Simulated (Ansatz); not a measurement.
**C2H5GeN: rigid scan of one bond length from a Python script**

How does the energy of C2H5GeN change as one bond is stretched? Wanted for C2H5GeN: a rigid scan of one bond length. SMILES: [CH3][GeH]1[CH]=[N]1.

All numbers are computed with the Python package of Ansatz 0.2.0. Level of theory: B3LYP/def2-SVP.

## 1. The structure

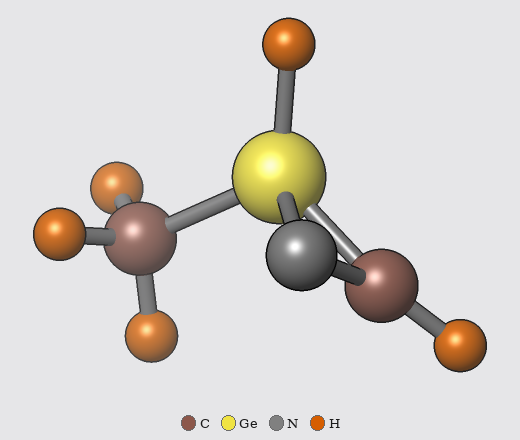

The starting structure, viewed from a chosen angle; carbon brown, germanium yellow, nitrogen grey, hydrogen orange.

The script holds or builds the structure itself.

## 2. The code

c2h5gen_scan.py reads:

```python
"""Potential curve of C2H5GeN along one bond."""

import ansatz as az
import numpy as np

GEOMETRY = """
C    -0.66800    0.71560   -0.89310
Ge   -0.02450   -0.77360    0.07080
C     0.83340   -0.35840    1.53970
N     1.75410   -0.48570    0.42480
H    -0.08490    0.93790   -1.81710
H    -0.70150    1.67210   -0.25190
H    -1.73190    0.55480   -1.21880
H    -0.08720   -2.18190   -0.52750
H     0.79910   -0.12720    2.65600
"""


def main() -> None:
    c2h5gen = az.Crystal.molecule()
    for line in GEOMETRY.strip().splitlines():
        symbol, *xyz = line.split()
        c2h5gen = c2h5gen.atom(symbol, [float(v) for v in xyz])

    symbols = [site.symbol for site in c2h5gen.cartesian_sites]
    start = np.array([site.position_ang for site in c2h5gen.cartesian_sites])
    axis = (start[6] - start[0]) / np.linalg.norm(start[6] - start[0])
    moving = [6]
    lengths, energies = [0.96, 1.03, 1.12, 1.24, 1.41, 1.69, 2.02, 2.47], []
    for length in lengths:
        xyz = start.copy()
        xyz[moving] += (length - np.linalg.norm(start[6] - start[0])) * axis
        point = az.Crystal.molecule()
        for symbol, place in zip(symbols, xyz):
            point = point.atom(symbol, place.tolist())
        model = (
            point.calculation()
            .basis(gaussian="def2-SVP")  # the orbital basis, by name
            .functional("B3LYP")
            .spin("collinear")  # two spin channels
        )
        report = model.run().report
        energies.append(report["free_energy_ev"])
        print(f"r = {length:6.3f} A  E = {energies[-1]:.5f} eV  <S^2> = {abs(report['mean_field']['state']['spin_squared']):.3f}")

    print("energy above the lowest point (eV):", [round(e - min(energies), 3) for e in energies])


if __name__ == "__main__":
    main()
```

## 3. What the engine is handed

The package turns the script's settings into the engine's input (first run):

```yaml
crystal:
  periodic: [false, false, false]
  atoms:
    - { symbol: C, position_ang: [-0.668, 0.7156, -0.8931] }
    - { symbol: Ge, position_ang: [-0.0245, -0.7736, 0.0708] }
    - { symbol: C, position_ang: [0.8334, -0.3584, 1.5397] }
    - { symbol: "N", position_ang: [1.7541, -0.4857, 0.4248] }
    - { symbol: H, position_ang: [-0.0849, 0.9379, -1.8171] }
    - { symbol: H, position_ang: [-0.7015, 1.6721, -0.2519] }
    - { symbol: H, position_ang: [-1.576509287999678, 0.5782860668198625, -1.1712290300794204] }
    - { symbol: H, position_ang: [-0.0872, -2.1819, -0.5275] }
    - { symbol: H, position_ang: [0.7991, -0.1272, 2.656] }
basis:
  gaussian:
    orbitals: def2-SVP
hamiltonian:
  xc: b3lyp
magnetization:
  spin_polarized: true
```

## 4. The run

On the command line:

```console
> python c2h5gen_scan.py
```

The program printed:

```text
r =  0.960 A  E = -60151.05452 eV  <S^2> = 0.000
r =  1.030 A  E = -60151.40296 eV  <S^2> = 0.000
r =  1.120 A  E = -60151.50348 eV  <S^2> = 0.000
r =  1.240 A  E = -60151.27806 eV  <S^2> = 0.000
r =  1.410 A  E = -60150.63286 eV  <S^2> = 0.000
r =  1.690 A  E = -60149.38453 eV  <S^2> = 0.000
r =  2.020 A  E = -60148.08233 eV  <S^2> = 0.000
r =  2.470 A  E = -60147.13605 eV  <S^2> = 0.663
energy above the lowest point (eV): [0.449, 0.101, 0.0, 0.225, 0.871, 2.119, 3.421, 4.367]
```

Wall time 74 s (1 thread of Arm Neoverse V1, shared host); peak memory 0.4 GiB.

## 5. Inputs of later runs

The engine's inputs for some of the other runs:

Run 2, against run 1:

```diff
@@ -10 +10 @@
-    - { symbol: H, position_ang: [-1.576509287999678, 0.5782860668198625, -1.1712290300794204] }
+    - { symbol: H, position_ang: [-1.6427547569163212, 0.5682735925254775, -1.1915092718560447] }
```

Run 3, against run 1:

```diff
@@ -10 +10 @@
-    - { symbol: H, position_ang: [-1.576509287999678, 0.5782860668198625, -1.1712290300794204] }
+    - { symbol: H, position_ang: [-1.7279275026662912, 0.5554004112898396, -1.2175838684259903] }
```

Run 6, against run 1:

```diff
@@ -10 +10 @@
-    - { symbol: H, position_ang: [-1.576509287999678, 0.5782860668198625, -1.1712290300794204] }
+    - { symbol: H, position_ang: [-2.2673548924160998, 0.47387026346413297, -1.3827229800356462] }
```

Lines on the test bed's own set-up are left out of the output.

## 6. Run by run

The 8 runs, in the order started:

| run | distance (Å) | energy from run 3 (eV) | <S²> | SCF cycles | CPU time (s) |
| --- | --- | --- | --- | --- | --- |
| 1 | 0.96 | 0.4490 | 0.00 | 22 | 6.8 |
| 2 | 1.03 | 0.1005 | 0.00 | 22 | 6.6 |
| 3 | 1.12 | 0.0000 | 0.00 | 22 | 6.6 |
| 4 | 1.24 | 0.2254 | 0.00 | 22 | 6.7 |
| 5 | 1.41 | 0.8706 | 0.00 | 22 | 6.6 |
| 6 | 1.69 | 2.1190 | 0.00 | 22 | 6.7 |
| 7 | 2.02 | 3.4212 | 0.00 | 30 | 16 |
| 8 | 2.47 | 4.3674 | 0.66 | 69 | 18 |

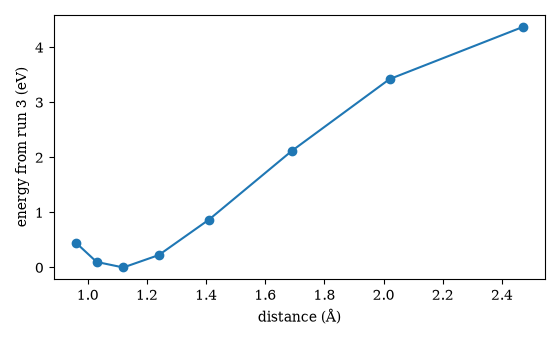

Energy against distance; lines join the points.

## 7. Results

| quantity | value |
| --- | --- |
| runs compared | 8 |
| range of energy | 4.367 eV |
| lowest point, distance (Å) | 1.12 |

In words: The curve has its lowest point inside the range, at 1.12. The ends stand 0.449 and 4.37 eV above it. The distance scanned is the script's pair 0, 6. <S²> moves from 0.00 to 0.66: along the scan the mean field breaks spin symmetry. What to keep in mind:
- The rest of the molecule is held rigid at a force-field or estimated start geometry, and the basis set is modest; single-reference methods fail as a bond breaks.
- b3lyp holds the VWN-RPA fit, as in Gaussian; the form of ORCA and Turbomole is b3lyp5.
